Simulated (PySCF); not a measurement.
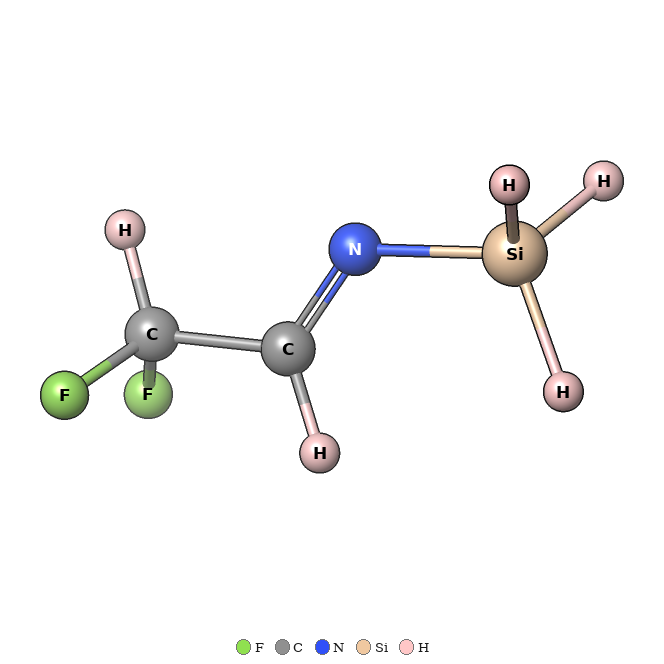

Depth is shown by fading: the farther an atom, the more it takes the colour of the background. The computed structure is the end point of a PBE0-D3(BJ)/def2-SVP optimisation. No frequency run is at hand to confirm it as a minimum.

Q: List the symmetry elements and name the point group.

A: It has 1 mirror plane, so the point group is Cs. The group has 2 operations. The geometry is achiral, and symmetry allows a dipole moment.
